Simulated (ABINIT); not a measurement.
Band structure of CuTe (Pmmn, 4 atoms in the cell).

```
CELL_PARAMETERS angstrom
      3.15500     0.00000     0.00000
      0.00000     4.09200     0.00000
      0.00000     0.00000     6.95600
ATOMIC_POSITIONS crystal
  Cu 0.00000 0.50000 0.45270
  Cu 0.50000 0.00000 0.54730
  Te 0.00000 0.00000 0.22130
  Te 0.50000 0.50000 0.77870
```

Level of theory: PBEsol, PAW (JTH v2.0 PBE PAW, files made for PBE) (plane waves; ABINIT).

Settings: pseudos = [Cu.GGA_PBE-JTH.xml, Te.GGA_PBE-JTH.xml]; ecut = 816 eV; pawecutdg = 1633 eV; pawxcdev = 0; ixc = -116133; occopt = 3; tsmear = 0.1 eV; ngkpt = 5 3 2; nshiftk = 1; shiftk = 0 0 0; potentials = JTH v2.0 PBE PAW; kptopt = 1; nstep = 80.

The starting cell comes from a database of published, mostly measured structures (it also holds non-ambient and calculated ones), without a prior relaxation at this level. Spin-orbit coupling is off. Spin polarisation is off. The potentials were made for another functional than the one used. The run gives no clean gap (levels at the Fermi energy touch, overlap or are partly filled at this smearing), which alone does not show that the compound is a metal.

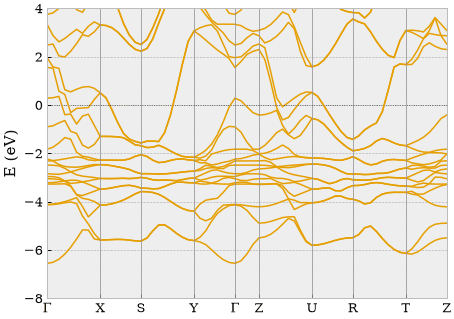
Bands along the path, energies from the Fermi level.

Levels in eV from the Fermi level, bands 21 to 28:
```csv
point,21,22,23,24,25,26,27,28
Γ,-2.24,-1.83,-0.90,0.29,1.56,1.96,2.49,3.34
X,-2.28,-2.28,-1.30,-1.30,0.51,0.51,3.32,3.32
S,-2.05,-2.05,-1.68,-1.68,-1.57,-1.57,2.23,2.23
Y,-2.29,-2.29,-2.16,-2.16,3.07,3.07,4.28,4.28
Z,-2.03,-2.02,-1.83,-0.41,2.30,2.53,2.87,3.09
U,-2.19,-2.19,-0.55,-0.55,0.52,0.52,1.58,1.58
R,-2.14,-2.14,-1.89,-1.89,-1.42,-1.42,3.56,3.56
T,-2.29,-2.29,-1.68,-1.68,1.67,1.67,3.08,3.08
```

Bands cross the Fermi level along this path, so the cell is metallic at this level.
